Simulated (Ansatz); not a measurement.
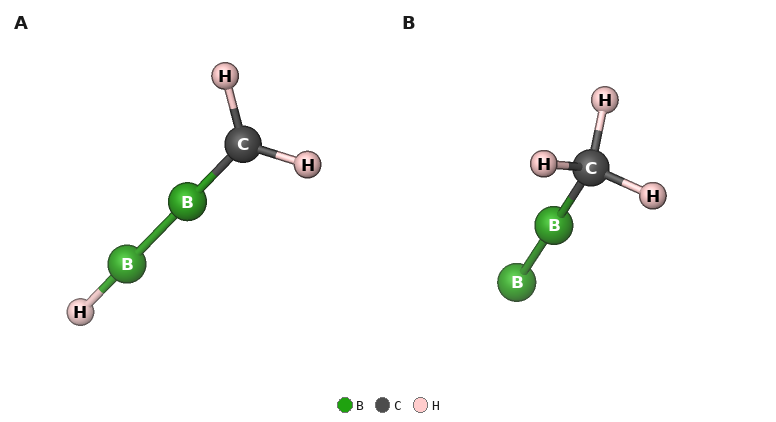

2 stationary structures of one formula. State: neutral, doublet. Geometries: PBE0-D4/def2-TZVP. Electronic energies: ωB97M-V/def2-TZVPP (Ansatz 0.2.0), without zero-point energy. No frequency run is at hand to confirm each as a minimum.

Rank them by energy, lowest first.

Answer. A is lowest; B lies 194.5 kJ/mol above it (C3v).

Give E(B) − E(A) in kJ/mol at these levels too: UHF-CCSD(T) (frozen core)/def2-TZVPP; PBE0-D4/def2-TZVP; PBE0-D4/def2-TZVPP; ωB97M-V/def2-TZVPP; PBE-D4/def2-TZVPP; r2SCAN-D4/def2-TZVPP; B3LYP-D4/def2-TZVPP.

```tsv
level	E(B) − E(A) (kJ/mol)
UHF-CCSD(T) (frozen core)/def2-TZVPP	+156.4
PBE0-D4/def2-TZVP	+161.1
PBE0-D4/def2-TZVPP	+160.7
ωB97M-V/def2-TZVPP	+194.5
PBE-D4/def2-TZVPP	+178.0
r2SCAN-D4/def2-TZVPP	+150.3
B3LYP-D4/def2-TZVPP	+183.4
```

The determinant isn't a pure spin state (⟨S²⟩ up to 1.77).
